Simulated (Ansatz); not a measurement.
The figure comes from a scan of TiO2 (rutile): one Ti atom of a 6-atom cell moves by s along Cartesian [110], with its periodic images. These are PBEsol (plane waves to 420 eV, PAW, scalar-relativistic; Ansatz, a program for electronic structure) values and carry that method's errors. k mesh 6×6×9 (Γ-centred), Fermi-Dirac smearing 0.05 eV. Energies are smeared free energies. Left out: 4 of 11 points, with atoms too close for the PAW data. TiO2 is run without spin polarisation. TiO2 was relaxed with its symmetry unable to fall. ΔE is measured from the undisplaced structure.

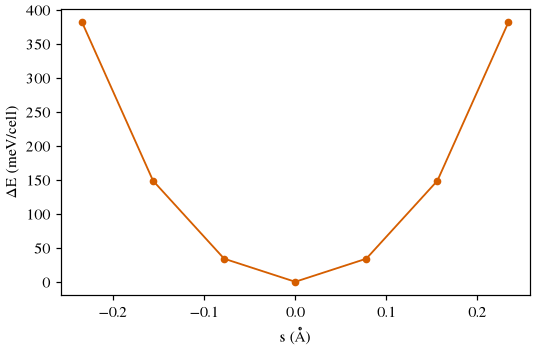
Figure: ΔE (meV/cell) against s (Å); markers are the computed points, lines only join them.

Question: List the plotted points as numbers.

Answer: To the nearest 5:

```
s (Å)   ΔE (meV/cell)
------  -------------
-0.234            380
-0.156            150
-0.078             35
0.000               0
0.078              35
0.156             150
0.234             380
```

(For displaced atoms, the force is minus the slope of the energy, and its curvature is a force constant, which sets phonon frequencies.)
